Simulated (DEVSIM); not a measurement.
Structure: Si n-i-p diode, at 350 K.

```csv
layer (left to right),material,thickness (μm),Nd (cm⁻³),Na (cm⁻³),τn (s),τp (s)
1,Si,0.860,1.3e19,-,0.00048,0.00048
2,Si,0.620,-,4.7e12,0.00048,0.00048
3,Si,0.550,-,4.7e18,4.8e-5,0.00048
```

Left contact: ohmic. Right contact: ohmic. Voltage is applied to the left contact. Recombination: SRH at mid-gap, radiative. Mobility is constant in doping.

Constants are typed, rounded textbook-type inputs, not results; the design itself was drawn at random and stands for no fabricated device. Values at 300 K; Nc and Nv go as T^1.5, mobilities as T to minus their exponent, the gap by Varshni's rule with the affinity fixed.

```csv
parameter,Si
gap (eV),1.124
affinity (eV),4.05
permittivity,11.7
Nc (cm⁻³),2.86e19
Nv (cm⁻³),3.1e19
μn (cm²/Vs),1417
μp (cm²/Vs),470
T exponent of μn,2.3
T exponent of μp,2.2
B (cm³/s),4.7e-15
Varshni α (eV/K),0.000473
Varshni β (K),636
```

DEVSIM, 1D drift-diffusion, Boltzmann statistics, complete ionisation; no tunnelling, impact ionisation, image-force lowering or self-heating.

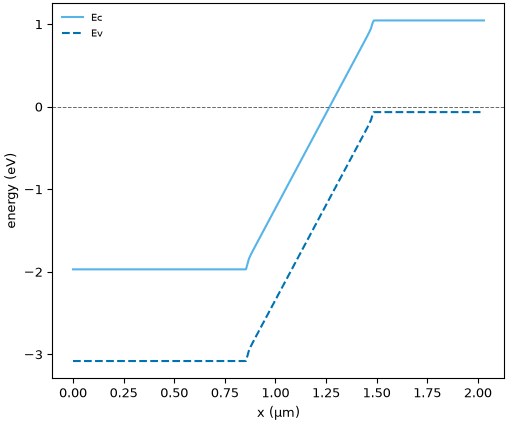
Figure: Band edges at 2.0 V on the left contact

Energies count from the Fermi level of the right contact; mesh points crowd at the junctions.

| x (μm) | Ec (eV) | Ev (eV) | n (cm⁻³) | p (cm⁻³) | field (V/cm) |
|---|---|---|---|---|---|
| 0.000 | -1.969 | -3.080 | 1.3e19 | 11000 | ≈ 0 |
| 0.02547 | -1.969 | -3.080 | 1.3e19 | 11000 | ≈ 0 |
| 0.07639 | -1.969 | -3.080 | 1.3e19 | 10000 | ≈ 0 |
| 0.1862 | -1.969 | -3.080 | 1.3e19 | 8600 | ≈ 0 |
| 0.4950 | -1.969 | -3.080 | 1.3e19 | 4700 | ≈ 0 |
| 0.6902 | -1.969 | -3.080 | 1.3e19 | 2200 | ≈ 0 |
| 0.7878 | -1.969 | -3.080 | 1.3e19 | 910 | ≈ 0 |
| 0.8467 | -1.969 | -3.080 | 1.3e19 | 160 | 13 |
| 0.8692 | -1.841 | -2.952 | 1.9e17 | < 1e2 | 62000 |
| 0.9033 | -1.675 | -2.785 | 7.4e14 | < 1e2 | 46000 |
| 0.9704 | -1.366 | -2.477 | 2.7e10 | 160 | 46000 |
| 1.170 | -0.448 | -1.558 | 560 | 670 | 46000 |
| 1.335 | 0.312 | -0.799 | 420 | 1.2e8 | 46000 |
| 1.419 | 0.698 | -0.412 | 360 | 4.5e13 | 46000 |
| 1.472 | 0.952 | -0.159 | 310 | 2.0e17 | 63000 |
| 1.493 | 1.047 | -0.064 | 730 | 4.7e18 | 230 |
| 1.531 | 1.047 | -0.064 | 2800 | 4.7e18 | ≈ 0 |
| 1.605 | 1.047 | -0.064 | 6900 | 4.7e18 | ≈ 0 |
| 1.806 | 1.047 | -0.064 | 18000 | 4.7e18 | ≈ 0 |
| 1.933 | 1.047 | -0.064 | 25000 | 4.7e18 | ≈ 0 |
| 1.993 | 1.047 | -0.064 | 28000 | 4.7e18 | ≈ 0 |
| 2.030 | 1.047 | -0.064 | 30000 | 4.7e18 | ≈ 0 |
